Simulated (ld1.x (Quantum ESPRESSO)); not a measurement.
# A TM potential for Hf, from input to tests

Task: generate the file, and judge it by its errors in other configurations, its logarithmic derivatives, its ghosts and its cutoff.

Method: ld1.x (Quantum ESPRESSO) 7.5, PBE, scalar-relativistic.

## (1) Starting point

The settings as typed:

- element: hafnium (Hf, Z = 72)
- type: norm-conserving Troullier–Martins (Kleinman–Bylander form)
- frozen core: [Xe] 4f14
- valence charge: 4
- reference configuration: 5d2 6s2 6p0
- partial waves: 6s (bound): rc 2.55 bohr; 6p (bound, empty): rc 4.10 bohr; 5d (bound): rc 3.00 bohr
- local potential: all-electron potential smoothed inside 2.10 bohr (lloc = -1)
- core correction: Bessel-smoothed model core inside 1.35 bohr

The nodes and maxima of the atom's own shells, from an earlier all-electron run, set the scale for the radii.

All-electron outer shells of the reference configuration (PBE, scalar-relativistic, ld1.x):

| shell | level (eV) | outermost node (bohr) | outermost maximum (bohr) |
| --- | --- | --- | --- |
| 5p | -35.57 | 0.60 | 1.16 |
| 4f | -16.83 | – | 0.45 |
| 6s | -5.11 | 1.37 | 2.89 |
| 5d | -2.69 | 0.67 | 1.69 |
| 6p | -1.40 | 1.66 | 4.05 |

## (2) The generation run

The input, Hf.in:

```
 &input
   title='Hf', zed=72., rel=1, dft='PBE', iswitch=3,
   config='[Xe] 4f14 5d2 6s2 6p0',
   nld=3, rlderiv=4.45, eminld=-2.0, emaxld=5.0, deld=0.02
 /
 &inputp
   pseudotype=2, tm=.true., lloc=-1, rcloc=2.10,
   nlcc=.true., new_core_ps=.true., rcore=1.35,
   file_pseudopw='Hf.UPF', file_wfcaegen='ae.wfc', file_wfcncgen='nc.wfc', file_beta='beta', file_chi='chi'
 /
3
6S  1  0   2.00   0.00  2.55  2.55  0.0
6P  2  1   0.00   0.00  4.10  4.10  0.0
5D  3  2   2.00   0.00  3.00  3.00  0.0
 &test
   configts(1)='5d2 6s2 6p0'
 /
```

On the command line:

```
$ ld1.x < Hf.in > Hf.out
```

The output, Hf.out (without the banner and most projector matrices):

```text
     Program LD1 v.7.5
     --------------------------- All-electron run ----------------------------

     Hf
     scalar relativistic calculation

     atomic number is 72.00
     dft =PBE   lsd =0 sic =0 latt =0  beta=0.20 tr2=1.0E-14
     Exchange-correlation= PBE
                           (   1   4   3   4   0   0   0)
     mesh =1271 r(mesh) =  99.31870 a.u. xmin = -7.00 dx = 0.01250
     1 Ry =  13.60569312 eV, c = 137.03599908

     n l     nl                  e(Ry)          e(Ha)          e(eV)
     1 0     1S 1( 2.00)     -4798.6110     -2399.3055    -65288.4286
     2 0     2S 1( 2.00)      -820.6457      -410.3228    -11165.4529
     2 1     2P 1( 6.00)      -720.5158      -360.2579     -9803.1172
     3 0     3S 1( 2.00)      -186.9869       -93.4935     -2544.0869
     3 1     3P 1( 6.00)      -157.0786       -78.5393     -2137.1631
     4 0     4S 1( 2.00)       -37.6716       -18.8358      -512.5485
     4 1     4P 1( 6.00)       -27.8617       -13.9309      -379.0778
     3 2     3D 1(10.00)      -121.7032       -60.8516     -1655.8558
     5 0     5S 1( 2.00)        -4.9256        -2.4628       -67.0155
     5 1     5P 1( 6.00)        -2.6146        -1.3073       -35.5735
     4 2     4D 1(10.00)       -15.1900        -7.5950      -206.6705
     4 3     4F 1(14.00)        -1.2373        -0.6187       -16.8347
     5 2     5D 1( 2.00)        -0.1976        -0.0988        -2.6887
     6 0     6S 1( 2.00)        -0.3754        -0.1877        -5.1082
     6 1     6P 1( 0.00)        -0.1026        -0.0513        -1.3962

     final scf error:  9.5E-15 reached in  28 iterations

     Etot =  -30156.442974 Ry,  -15078.221487 Ha, -410299.308785 eV

     Ekin =   33046.727666 Ry,   16523.363833 Ha,  449623.635342 eV
     Encl =  -74400.522534 Ry,  -37200.261267 Ha,-1012270.677782 eV
     Eh   =   11812.508265 Ry,    5906.254132 Ha,  160717.362466 eV
     Exc  =    -615.156371 Ry,    -307.578186 Ha,   -8369.628810 eV

     normalization and overlap integrals

     s(1S/1S) =  1.000000  <r> =   0.0190  <r2> =    0.0005  r(max) =   0.0120
     s(2S/2S) =  1.000000  <r> =   0.0804  <r2> =    0.0076  r(max) =   0.0679
     s(2P/2P) =  1.000000  <r> =   0.0717  <r2> =    0.0063  r(max) =   0.0556
     s(3S/3S) =  1.000000  <r> =   0.2086  <r2> =    0.0498  r(max) =   0.1917
     s(3P/3P) =  1.000000  <r> =   0.2085  <r2> =    0.0504  r(max) =   0.1893
     s(4S/4S) =  1.000000  <r> =   0.4682  <r2> =    0.2475  r(max) =   0.4375
     s(4P/4P) =  1.000000  <r> =   0.4976  <r2> =    0.2818  r(max) =   0.4599
     s(3D/3D) =  1.000000  <r> =   0.1890  <r2> =    0.0419  r(max) =   0.1550
     s(5S/5S) =  1.000000  <r> =   1.1348  <r2> =    1.4495  r(max) =   1.0109
     s(5P/5P) =  1.000000  <r> =   1.3423  <r2> =    2.0507  r(max) =   1.1599
     s(4D/4D) =  1.000000  <r> =   0.5352  <r2> =    0.3323  r(max) =   0.4716
     s(4F/4F) =  1.000000  <r> =   0.6773  <r2> =    0.5953  r(max) =   0.4542
     s(5D/5D) =  1.000000  <r> =   2.5139  <r2> =    7.9530  r(max) =   1.6876
     s(6S/6S) =  1.000000  <r> =   3.4500  <r2> =   13.5887  r(max) =   2.8888
     s(6P/6P) =  1.000000  <r> =   5.1293  <r2> =   30.7367  r(max) =   4.0484

     ------------------------ End of All-electron run ------------------------

     --------------------- Generating NC pseudopotential ---------------------

      Generating local potential from pseudized AE potential:
      Matching radius rcloc =   2.1000

      Local pseudo, rcloc= 2.113 Estimated cut-off energy=     5.60 Ry

      Computing core charge for nlcc:

       r > 1.36 : true rho core
      Core charge pseudized with two Bessel functions
      Integrated core pseudo-charge :  18.81

      Wfc   6S  rcut= 2.581  Using Troullier-Martins method

      Wfc   6P  rcut= 4.151  Using Troullier-Martins method

      Wfc   5D  rcut= 2.999  Using Troullier-Martins method

     ------------------- End of pseudopotential generation -------------------

     [... the all-electron block is printed once more ...]


     Computing logarithmic derivative in   4.44644
     Computing logarithmic derivative in   4.44644
     Computing the partial wave expansion
     R is outside the sphere for l=    0 j= 0.00
     R is outside the sphere for l=    1 j= 0.00
     R is outside the sphere for l=    2 j= 0.00

     ---------------------- Testing the pseudopotential ----------------------

     Hf
     scalar relativistic calculation

     atomic number is 72.00   valence charge is  4.00
     dft =PBE   lsd =0 sic =0 latt =0  beta=0.20 tr2=1.0E-14
     mesh =1271 r(mesh) =  99.31870 xmin = -7.00 dx = 0.01250

     n l     nl             e AE (Ry)        e PS (Ry)    De AE-PS (Ry)
     3 2     5D   1( 2.00)       -0.19761       -0.19761        0.00000
     1 0     6S   1( 2.00)       -0.37544       -0.37544        0.00000
     2 1     6P   1( 0.00)       -0.10262       -0.10262        0.00000

     eps = 3.4E-17  iter =  4

     Etot =  -30156.442974 Ry,  -15078.221487 Ha, -410299.308785 eV
     Etotps =   -39.479094 Ry,     -19.739547 Ha,    -537.140437 eV

     Ekin =       4.871440 Ry,       2.435720 Ha,      66.279315 eV
     Encl =     -13.215686 Ry,      -6.607843 Ha,    -179.808564 eV
     Ehrt =       4.846811 Ry,       2.423406 Ha,      65.944228 eV
     Ecxc =     -36.348518 Ry,     -18.174259 Ha,    -494.546781 eV
     (Ecc =     -33.768551 Ry,     -16.884276 Ha,    -459.444548 eV)
     Epseu=       0.366859 Ry,       0.183429 Ha,       4.991366 eV

     ---------------------- End of pseudopotential test ----------------------
```

It took 2 s on 1 thread of Neoverse-V1, shared host. This counts the later configuration tests of the new file too.

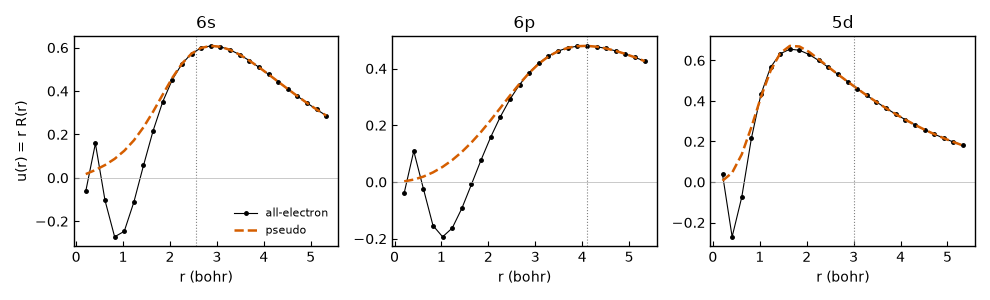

Bound waves of the atom and their pseudo partners (6s, 6p, 5d), with the matching radii dotted. The curves join 26 sampled radii, too few to resolve the innermost nodes.

## (3) Testing the new file in other configurations

The input, Hf.test.in:

```
 &input
   title='Hf', zed=72., rel=1, dft='PBE', iswitch=2,
   config='[Xe] 4f14 5d2 6s2 6p0'
 /
 &test
   file_pseudo='Hf.UPF', nconf=8,
   configts(1)='5d2 6s2 6p0',
   configts(2)='5d2 6s1 6p0',
   configts(3)='5d2 6s0 6p0',
   configts(4)='5d1 6s0 6p0',
   configts(5)='5d2 6s0 6p2',
   configts(6)='5d2.5 6s1.5 6p0',
   configts(7)='5d3 6s0 6p0',
   configts(8)='5d2 6s1.5 6p0'
 /
```

On the command line:

```
$ ld1.x < Hf.test.in > Hf.test.out
```

Hf.test.out, the pseudopotential blocks, each with the warnings that came before it:

```text
     ---------------------- Testing the pseudopotential ----------------------

     Hf
     scalar relativistic calculation

     atomic number is 72.00   valence charge is  4.00
     dft =PBE   lsd =0 sic =0 latt =0  beta=0.20 tr2=1.0E-14
     mesh =1271 r(mesh) =  99.31870 xmin = -7.00 dx = 0.01250

     n l     nl             e AE (Ry)        e PS (Ry)    De AE-PS (Ry)
     3 2     5D   1( 2.00)       -0.19761       -0.19761        0.00000
     1 0     6S   1( 2.00)       -0.37544       -0.37544        0.00000
     2 1     6P   1( 0.00)       -0.10262       -0.10262        0.00000

     eps = 2.3E-16  iter =  4

     Etot =  -30156.442974 Ry,  -15078.221487 Ha, -410299.308785 eV
     Etotps =   -39.479094 Ry,     -19.739547 Ha,    -537.140437 eV

     Ekin =       4.871440 Ry,       2.435720 Ha,      66.279314 eV
     Encl =     -13.215686 Ry,      -6.607843 Ha,    -179.808564 eV
     Ehrt =       4.846811 Ry,       2.423406 Ha,      65.944227 eV
     Ecxc =     -36.348518 Ry,     -18.174259 Ha,    -494.546781 eV
     (Ecc =     -33.768551 Ry,     -16.884276 Ha,    -459.444548 eV)
     Epseu=       0.366859 Ry,       0.183429 Ha,       4.991366 eV

     ---------------------- End of pseudopotential test ----------------------

     Warning: n=2, l=1 expected 0 nodes, found 1
     ---------------------- Testing the pseudopotential ----------------------

     Hf
     [...]
     n l     nl             e AE (Ry)        e PS (Ry)    De AE-PS (Ry)
     3 2     5D   1( 2.00)       -0.67663       -0.67644       -0.00019
     1 0     6S   1( 1.00)       -0.80664       -0.80770        0.00106
     2 1     6P   1( 0.00)       -0.46737       -0.49487        0.02750  !

     eps = 1.7E-15  iter =  7

     Etot =  -30155.856735 Ry,  -15077.928367 Ha, -410291.332597 eV
     Etotps =   -38.892198 Ry,     -19.446099 Ha,    -529.155307 eV
     dEtot_ae =       0.586239 Ry
     dEtot_ps =       0.586896 Ry,   Delta E=      -0.000657 Ry

     [...]
     ---------------------- End of pseudopotential test ----------------------

     ---------------------- Testing the pseudopotential ----------------------

     Hf
     [...]
     n l     nl             e AE (Ry)        e PS (Ry)    De AE-PS (Ry)
     3 2     5D   1( 2.00)       -1.22774       -1.23051        0.00277
     1 0     6S   1( 0.00)       -1.28626       -1.29062        0.00436
     2 1     6P   1( 0.00)       -0.88327       -1.08543        0.20216  !

     eps = 2.8E-18  iter =  7

     Etot =  -30154.814546 Ry,  -15077.407273 Ha, -410277.152887 eV
     Etotps =   -37.847222 Ry,     -18.923611 Ha,    -514.937685 eV
     dEtot_ae =       1.628428 Ry
     dEtot_ps =       1.631872 Ry,   Delta E=      -0.003444 Ry

     [...]
     ---------------------- End of pseudopotential test ----------------------

     Warning: n=1, l=0 expected 0 nodes, found 1
     ---------------------- Testing the pseudopotential ----------------------

     Hf
     [...]
     n l     nl             e AE (Ry)        e PS (Ry)    De AE-PS (Ry)
     3 2     5D   1( 1.00)       -1.99375       -2.02154        0.02779  !
     1 0     6S   1( 0.00)       -1.90796       -1.90796        0.00000
     2 1     6P   1( 0.00)       -1.41859       -1.41859        0.00000

     eps = 9.5E-15  iter =  5

     Etot =  -30153.212710 Ry,  -15076.606355 Ha, -410255.358809 eV
     Etotps =   -36.231346 Ry,     -18.115673 Ha,    -492.952581 eV
     dEtot_ae =       3.230264 Ry
     dEtot_ps =       3.247748 Ry,   Delta E=      -0.017484 Ry

     [...]
     ---------------------- End of pseudopotential test ----------------------

     BEWARE! Errors in PS-KS equations
     Warning: n=3, l=2 expected 0 nodes, found 1
     ---------------------- Testing the pseudopotential ----------------------

     Hf
     [...]
     n l     nl             e AE (Ry)        e PS (Ry)    De AE-PS (Ry)
     3 2     5D   1( 2.00)       -0.36405       -0.10625       -0.25780  !
     1 0     6S   1( 0.00)       -0.49686       -0.49686        0.00000
     2 1     6P   1( 2.00)       -0.19323       -0.24910        0.05587  !

     eps = 5.8E-15  iter = 32

     Etot =  -30155.865133 Ry,  -15077.932567 Ha, -410291.446864 eV
     Etotps =   -34.479260 Ry,     -17.239630 Ha,    -469.114230 eV
     dEtot_ae =       0.577841 Ry
     dEtot_ps =       4.999834 Ry,   Delta E=      -4.421993 Ry

     [...]
     ---------------------- End of pseudopotential test ----------------------

     ---------------------- Testing the pseudopotential ----------------------

     Hf
     [...]
     n l     nl             e AE (Ry)        e PS (Ry)    De AE-PS (Ry)
     3 2     5D   1( 2.50)       -0.16888       -0.16742       -0.00146
     1 0     6S   1( 1.50)       -0.36016       -0.36116        0.00100
     2 1     6P   1( 0.00)       -0.09728       -0.09728        0.00000

     eps = 7.8E-15  iter =  9

     Etot =  -30156.350724 Ry,  -15078.175362 Ha, -410298.053655 eV
     Etotps =   -39.386046 Ry,     -19.693023 Ha,    -535.874452 eV
     dEtot_ae =       0.092250 Ry
     dEtot_ps =       0.093048 Ry,   Delta E=      -0.000798 Ry

     [...]
     ---------------------- End of pseudopotential test ----------------------

     ---------------------- Testing the pseudopotential ----------------------

     Hf
     [...]
     n l     nl             e AE (Ry)        e PS (Ry)    De AE-PS (Ry)
     3 2     5D   1( 3.00)       -0.58497       -0.58081       -0.00416
     1 0     6S   1( 0.00)       -0.75012       -0.75314        0.00302
     2 1     6P   1( 0.00)       -0.43199       -0.43633        0.00433

     eps = 3.3E-15  iter =  8

     Etot =  -30155.708766 Ry,  -15077.854383 Ha, -410289.319378 eV
     Etotps =   -38.739366 Ry,     -19.369683 Ha,    -527.075928 eV
     dEtot_ae =       0.734208 Ry
     dEtot_ps =       0.739728 Ry,   Delta E=      -0.005520 Ry

     [...]
     ---------------------- End of pseudopotential test ----------------------

     ---------------------- Testing the pseudopotential ----------------------

     Hf
     [...]
     n l     nl             e AE (Ry)        e PS (Ry)    De AE-PS (Ry)
     3 2     5D   1( 2.00)       -0.42688       -0.42657       -0.00031
     1 0     6S   1( 1.50)       -0.58420       -0.58458        0.00038
     2 1     6P   1( 0.00)       -0.27724       -0.27877        0.00153

     eps = 7.2E-15  iter =  8

     Etot =  -30156.203808 Ry,  -15078.101904 Ha, -410296.054760 eV
     Etotps =   -39.239741 Ry,     -19.619870 Ha,    -533.883869 eV
     dEtot_ae =       0.239166 Ry
     dEtot_ps =       0.239353 Ry,   Delta E=      -0.000187 Ry

     [...]
     ---------------------- End of pseudopotential test ----------------------
```

1 test gave no usable energy difference (5d2 6s0 6p2).

The tests as a table, with energies relative to 5d2 6s2 6p0. A star marks tests that logged a warning.

```tsv
valence configuration	charge	ΔE all-electron (eV)	error AE − PS (meV)
5d2 6s1 6p0 *	+1	7.976	-8.9
5d2 6s0 6p0	+2	22.156	-47
5d1 6s0 6p0 *	+3	43.950	-238
5d2.5 6s1.5 6p0	0	1.255	-11
5d3 6s0 6p0	+1	9.989	-75
5d2 6s1.5 6p0	+0.5	3.254	-2.5
```

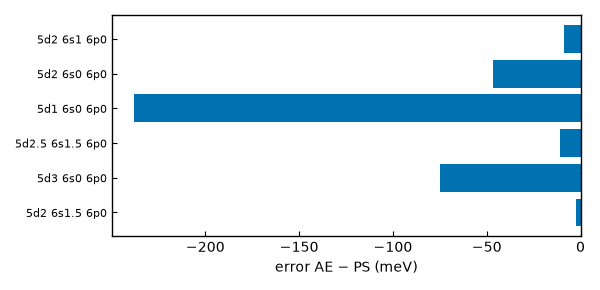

Error of the potential in each test configuration.

## (4) Does it scatter like the atom?

Taken from the files of the generation run. The phase is arctan(r·u′/u) with u = r·R, unwrapped, with energies in Ry. A pole is an energy at which the radial function vanishes at the test radius. The pseudo phase is shifted by a multiple of π to meet the all-electron one at the reference energy. Levels narrower than the energy grid can be missing from the poles. The last column is the largest difference on the grid between −1 and +1 Ry.

| channel | radius (bohr) | reference (Ry) | poles AE | poles PS | window around the reference with phases within 0.05 rad (Ry) | largest difference near zero (rad) |
| --- | --- | --- | --- | --- | --- | --- |
| s | 4.45 | -0.38 | -0.08, 2.55 | -0.08, 2.36 | below 0.9 | 0.059 |
| p | 4.45 | -0.10 | 0.54, 3.41 | 0.01, 0.58, 3.37 | below 0.0 | 3.124 |
| d | 4.45 | -0.20 | -0.11, 1.74, 4.94 | -0.11, 1.77 | below 2.8 | 0.030 |

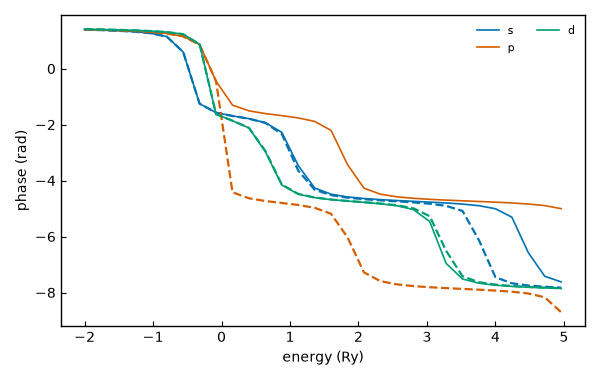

All-electron (solid) and pseudo (dashed) phases against energy.

## (5) Plane-wave convergence, by spherical Bessel functions

This step uses the generator's waves and projectors in a separate script. Basis: spherical Bessel functions vanishing at 20 bohr, q² up to the cutoff; potential fixed at the reference.

All-electron valence levels (Ry): 6s -0.3754, 6p -0.1026, 5d -0.1976. The lowest levels of each channel (Ry) by cutoff; the last column sums, over occupied levels, occupation times the distance from the level at 400 Ry. A positive value at high cutoff is not a bound level.

| cutoff (Ry) | s #1 | s #2 | p #1 | d #1 | f #1 | Σ f·Δε (mRy) |
| --- | --- | --- | --- | --- | --- | --- |
| 8 | -1.5558 | -0.3719 | -0.1026 | -0.0846 | 0.1026 | 233.2 |
| 10 | -1.9903 | -0.3738 | -0.1026 | -0.1296 | 0.1026 | 139.4 |
| 12 | -2.2607 | -0.3749 | -0.1026 | -0.1641 | 0.1026 | 68.3 |
| 15 | -2.4064 | -0.3752 | -0.1026 | -0.1844 | 0.1026 | 26.9 |
| 18 | -2.4915 | -0.3753 | -0.1026 | -0.1956 | 0.1026 | 4.3 |
| 21 | -2.5083 | -0.3753 | -0.1026 | -0.1973 | 0.1026 | 0.9 |
| 25 | -2.5143 | -0.3754 | -0.1026 | -0.1976 | 0.1026 | 0.2 |
| 30 | -2.5170 | -0.3754 | -0.1026 | -0.1976 | 0.1026 | 0.1 |
| 400 | -2.5185 | -0.3754 | -0.1026 | -0.1976 | 0.1026 | 0.0 |

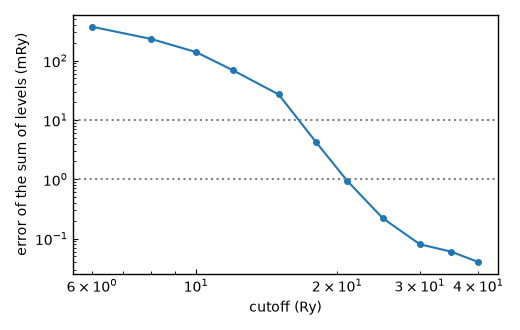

Occupation-weighted error of the valence levels against the cutoff; the dotted lines mark 10 and 1 mRy.

The sum stays within 10 mRy from 18 Ry and within 1 mRy from 21 Ry. The sum leaves out empty levels, which can need more. Ghost test: ghost state, bound below the all-electron valence or empty levels of the same l: s at -34.3 eV.

## (6) Results

```
                                                quantity                                                                        value
               cutoffs for 10 and 1 mRy, occupied levels                                                              18 Ry and 21 Ry
                                            bound ghosts                                                               s at -34.27 eV
                            largest test error (AE − PS)  -238 meV, for 5d1 6s0 6p0 (one of 3 tests with a warning) (1 test unsolved)
largest phase difference near zero energy, channels read                                                                    3.124 rad
```

A bound ghost (s) makes it unfit for use: electrons can fall into a state that the atom doesn't have. By total energies transferability is poor: the largest error is 238 meV on 43.9 eV, for 5d1 6s0 6p0. Of the tests 1 gave no usable energy difference, which is a warning in itself. By its cutoff, 18 Ry for the looser tolerance, it is soft on the atom at that tolerance. The slowest occupied level is 5d: taken alone it needs 21 Ry to come within 1 mRy, against 12 Ry for 6s. Of the channels read, p scatters worst near zero energy, by up to 3.12 rad. A step near π is an extra or missing state, not a misfit of shape. The pseudo curves have a pole with no partner nearby in the atom's: p at 0.01 Ry. At positive energy that is a spurious or a displaced resonance. All of this concerns the isolated atom, not yet a solid.
